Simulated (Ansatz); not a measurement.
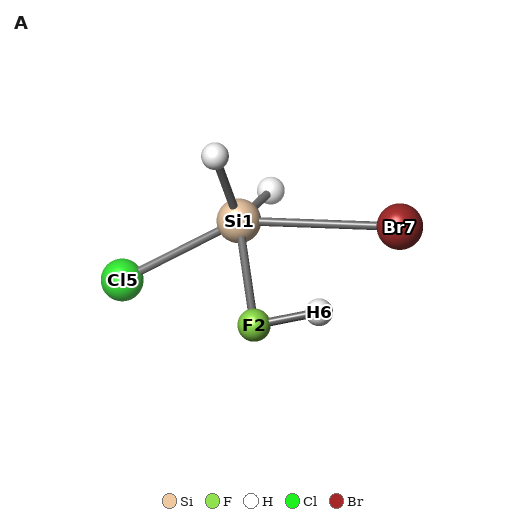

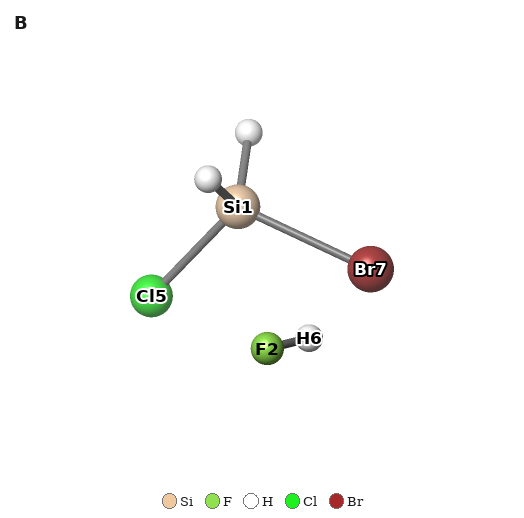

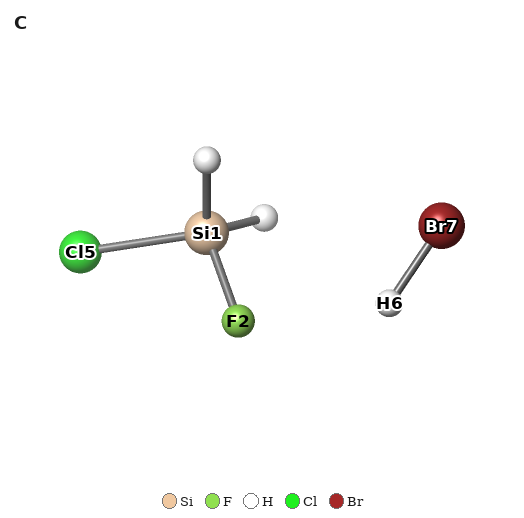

Three stationary points along one reaction path, in mixed order. Sticks follow a distance rule, so a partial bond may show as a full stick or not at all. Charge 0, singlet. Geometries: PBE0-D4/def2-TZVP; all other levels are single points on them, and energies count from the start as drawn. Program: Ansatz 0.2.0. In CBS estimates cores are frozen, and CCSD(T) − MP2 is taken in the smaller basis.

### Which panel shows the transition state?

A.

### Which bonds form and which break from C to B?

Formed: Si1–Br7, F2–H6; broken: Si1–F2, H6–Br7. At the saddle point Si1···Br7 is 2.53 Å, F2···H6 is 1.02 Å, Si1···F2 is 1.95 Å, H6···Br7 is 1.88 Å.

Give the electronic barrier and the reaction energy from C to B in eV (no zero-point energy) with CCSD(T)/CBS (MP2 limit from def2-TZVPP and def2-QZVPP plus CCSD(T) − MP2); PBE-QIDH (frozen core)/def2-TZVPP; BLYP-D4/def2-TZVPP; RHF-CCSD(T) (frozen core)/def2-TZVPP; BHLYP-D4/def2-TZVPP; r2SCAN-D4/def2-TZVPP; ωB97M-V/def2-TZVPP.

```json
{"level": "CCSD(T)/CBS (MP2 limit from def2-TZVPP and def2-QZVPP plus CCSD(T) − MP2)", "barrier": "1.662", "reaction energy": "+0.435"}
{"level": "PBE-QIDH (frozen core)/def2-TZVPP", "barrier": "1.584", "reaction energy": "+0.396"}
{"level": "BLYP-D4/def2-TZVPP", "barrier": "1.523", "reaction energy": "+0.471"}
{"level": "RHF-CCSD(T) (frozen core)/def2-TZVPP", "barrier": "1.733", "reaction energy": "+0.491"}
{"level": "BHLYP-D4/def2-TZVPP", "barrier": "1.809", "reaction energy": "+0.515"}
{"level": "r2SCAN-D4/def2-TZVPP", "barrier": "1.465", "reaction energy": "+0.455"}
{"level": "ωB97M-V/def2-TZVPP", "barrier": "1.554", "reaction energy": "+0.463"}
```
